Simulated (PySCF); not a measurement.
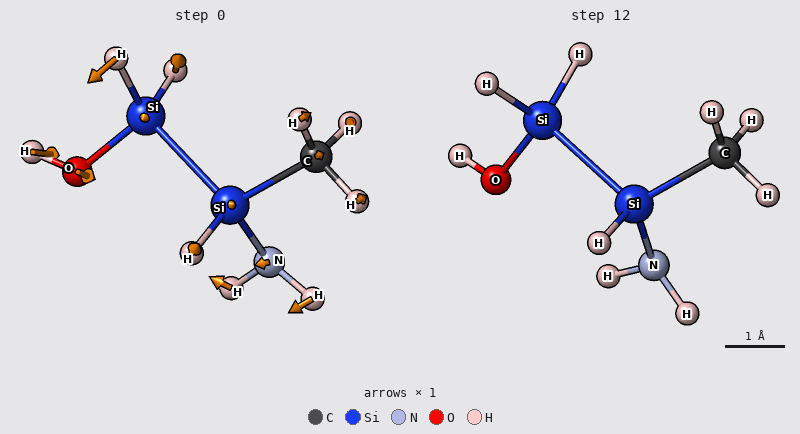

The structure of CH9NOSi2 before (left) and after (right) a relaxation, at one scale. The orange arrows give the displacements, at their true length.

Style: ball-and-stick. Shown from a free direction.

The start comes from GFN2-xTB. Its atoms were then displaced at random by about 0.01 Å.

Theory: PBE0-D3(BJ)/def2-SVP geometry optimisation, gas phase (PySCF 2.14.0, density-fitted response routines). 

Q: Describe what moved and what it gained.

A: An H atom moves most after the best rigid fit: 0.77 Å. Largest moves by element: H 0.77 Å, O 0.53 Å, N 0.28 Å, Si 0.19 Å, C 0.19 Å. Near-neighbour distances that change, for instance: O–Si 1.602 → 1.684 Å, H–Si 1.453 → 1.501 Å, C–H 1.053 → 1.101 Å, H–O 0.937 → 0.962 Å. Among the angles between lasting bonds that change: N–Si–Si 107.6° → 100.6°, C–Si–N 105.0° → 111.0°, Si–Si–H 117.7° → 112.1°. Groups turn about Si–Si by about 30°. The energy falls by 7.66 kcal/mol in 12 geometry steps.
